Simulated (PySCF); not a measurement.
# C2H7NSi (SMILES C=NC[SiH3]): levels of theory compared

Aim: a comparison of 6 runs (B3LYP/cc-pVDZ, M06-2X/cc-pVDZ, PBE/cc-pVDZ, PBE0/cc-pVDZ, TPSS/cc-pVDZ, r2SCAN/cc-pVDZ) of C2H7NSi. 

The calculation is run with PySCF 2.14.0.

1 further run of the same task is left out (set aside as unsound or not needed).

**1. Starting point**

The species is C2H7NSi (11 atoms), meant as a singlet with charge 0. As SMILES, `C=NC[SiH3]`. The shape is that of a PBE0-D4/def2-TZVP optimisation. This is one conformer, not always the lowest.

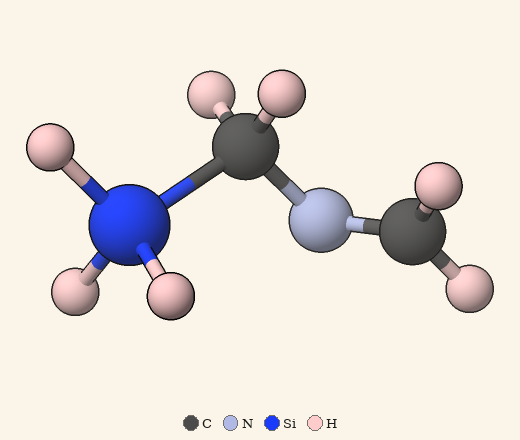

The structure, seen from a chosen angle (carbon dark grey, nitrogen light blue, silicon blue, hydrogen pink).

**2. The energy at B3LYP/cc-pVDZ (run 1)**

Input file input.py:

```python
from pyscf import gto, dft

mol = gto.M(
    atom='''
C     -0.639400     1.869300     0.363900
N     -0.998600     0.713100     0.018000
C     -0.299000    -0.417000     0.562600
Si     0.706300    -1.257400    -0.802700
H     -1.145900     2.733500    -0.063200
H      0.166900     2.059000     1.086600
H     -1.029900    -1.151400     0.917900
H      0.365200    -0.161700     1.404500
H      1.729600    -0.311300    -1.319900
H     -0.179800    -1.683000    -1.914500
H      1.389900    -2.450100    -0.232400
''',
    basis='cc-pvdz',
    max_memory=1860,
    verbose=4,
    charge=0,
)

myscf = dft.RKS(mol, xc='b3lyp')
myscf.grids.level = 5
myscf.conv_tol = 1e-10
myscf.kernel()
if not myscf.converged:
    myscf = myscf.newton().run(myscf.mo_coeff, myscf.mo_occ)

etot = myscf.e_tot
print('E(%s) = %.9f' % ('B3LYP', etot))
```

Command:

```sh
$ OMP_NUM_THREADS=1 python input.py
```

Standard output:

```text
PySCF version 2.14.0

[... 79 lines left out ...]
converged SCF energy = -424.652316923341
E(B3LYP) = -424.652316923
```

Run time: 26 s. Hardware: 1 thread of Intel Xeon at 2.70GHz, shared host; peak memory 0.49 GiB.

**3. A single-point energy at M06-2X/cc-pVDZ (run 2)**

Input file input.py:

```python
# C=NC[SiH3]
from pyscf import gto, dft

molecule = gto.M(
    atom='''
C   -0.639400   1.869300   0.363900
N   -0.998600   0.713100   0.018000
C   -0.299000  -0.417000   0.562600
Si   0.706300  -1.257400  -0.802700
H   -1.145900   2.733500  -0.063200
H    0.166900   2.059000   1.086600
H   -1.029900  -1.151400   0.917900
H    0.365200  -0.161700   1.404500
H    1.729600  -0.311300  -1.319900
H   -0.179800  -1.683000  -1.914500
H    1.389900  -2.450100  -0.232400
''',
    basis='cc-pvdz',
    spin=0,
    verbose=3,
    max_memory=1860,
    charge=0,
)

mf = dft.RKS(molecule, xc='m06-2x')
mf.grids.level = 5
mf.conv_tol = 1e-10
mf.kernel()
if not mf.converged:
    mf = mf.newton().run(mf.mo_coeff, mf.mo_occ)

energy = mf.e_tot
print('Final energy', energy)
```

Command:

```sh
$ OMP_NUM_THREADS=1 python input.py
```

Standard output:

```text
converged SCF energy = -424.53884420442
Final energy -424.5388442044198
```

Wall time 42 s (1 thread of Intel Xeon at 2.70GHz, shared host); peak memory 0.54 GiB.

Runs 3 to 4 aren't shown in full; the table further down has their settings and results.

**4. The energy at TPSS/cc-pVDZ (run 5)**

Input file calc.py:

```python
# C=NC[SiH3]
from pyscf import gto, dft

system = gto.Mole()
system.atom = [
    ('C', (-0.639400, 1.869300, 0.363900)),
    ('N', (-0.998600, 0.713100, 0.018000)),
    ('C', (-0.299000, -0.417000, 0.562600)),
    ('Si', (0.706300, -1.257400, -0.802700)),
    ('H', (-1.145900, 2.733500, -0.063200)),
    ('H', (0.166900, 2.059000, 1.086600)),
    ('H', (-1.029900, -1.151400, 0.917900)),
    ('H', (0.365200, -0.161700, 1.404500)),
    ('H', (1.729600, -0.311300, -1.319900)),
    ('H', (-0.179800, -1.683000, -1.914500)),
    ('H', (1.389900, -2.450100, -0.232400)),
]
system.basis = 'cc-pvdz'
system.charge = 0
system.verbose = 4
system.spin = 0
system.max_memory = 1860
system.build()

ks = dft.RKS(system, xc='tpss')
ks.grids.level = 5
ks.conv_tol = 1e-10
ks.kernel()
if not ks.converged:
    ks = ks.newton().run(ks.mo_coeff, ks.mo_occ)

e_final = ks.e_tot
print('E(%s) = %.9f' % ('TPSS', e_final))
```

Command:

```sh
$ OMP_NUM_THREADS=1 python calc.py
```

Standard output:

```text
PySCF version 2.14.0

[... 82 lines left out ...]
converged SCF energy = -424.685406861703
E(TPSS) = -424.685406862
```

Run time: 51 s. Hardware: 1 thread of Intel Xeon at 2.70GHz, shared host; peak memory 0.53 GiB.

**5. A single-point energy at r2SCAN/cc-pVDZ (run 6)**

Input file job.py:

```python
from pyscf import gto, dft

mol = gto.M(
    atom='''
C   -0.639400   1.869300   0.363900
N   -0.998600   0.713100   0.018000
C   -0.299000  -0.417000   0.562600
Si   0.706300  -1.257400  -0.802700
H   -1.145900   2.733500  -0.063200
H    0.166900   2.059000   1.086600
H   -1.029900  -1.151400   0.917900
H    0.365200  -0.161700   1.404500
H    1.729600  -0.311300  -1.319900
H   -0.179800  -1.683000  -1.914500
H    1.389900  -2.450100  -0.232400
''',
    charge=0,
    max_memory=1860,
    basis='cc-pvdz',
    verbose=3,
)

mf = dft.RKS(mol)
mf.xc = 'r2scan'
mf.conv_tol = 1e-10
mf.grids.level = 5
mf.kernel()
if not mf.converged:
    mf = mf.newton().run(mf.mo_coeff, mf.mo_occ)

energy = mf.e_tot
print('Final energy', energy)
```

Command:

```sh
$ OMP_NUM_THREADS=1 python job.py
```

Standard output:

```text
converged SCF energy = -424.518467452962
Final energy -424.5184674529622
```

Run time: 45 s. Hardware: 1 thread of Intel Xeon at 2.70GHz, shared host; peak memory 0.54 GiB.

**6. Overview of the runs**

```tsv
run	level	energy (Eh)	dipole moment (D)	HOMO energy (eV)	LUMO energy (eV)	wall time
1	B3LYP/cc-pVDZ	-424.652317	1.30	-7.02	-0.39	26 s
2	M06-2X/cc-pVDZ	-424.538844	1.37	-8.69	0.90	42 s
3	PBE/cc-pVDZ	-424.294433	1.22	-5.75	-1.28	29 s
4	PBE0/cc-pVDZ	-424.343249	1.36	-7.29	-0.17	26 s
5	TPSS/cc-pVDZ	-424.685407	1.27	-5.87	-1.07	51 s
6	r2SCAN/cc-pVDZ	-424.518467	1.30	-6.09	-1.10	45 s
```

**7. Outcome**

| quantity | value |
| --- | --- |
| run 6: total energy | -424.51847 Eh |
| run 6: dipole moment | 1.30 D |
| run 6: HOMO energy | -6.09 eV |
| run 6: LUMO energy | -1.10 eV |
| run 6: HOMO–LUMO gap | 4.99 eV |

The dipole moment (its size) runs from 1.22 D (PBE/cc-pVDZ) to 1.37 D (M06-2X/cc-pVDZ). The HOMO–LUMO gap runs from 4.47 eV (PBE/cc-pVDZ) to 9.59 eV (M06-2X/cc-pVDZ). Totals of different functionals can't be ranked against each other. All runs together took 3.6 min, the longest 51 s.
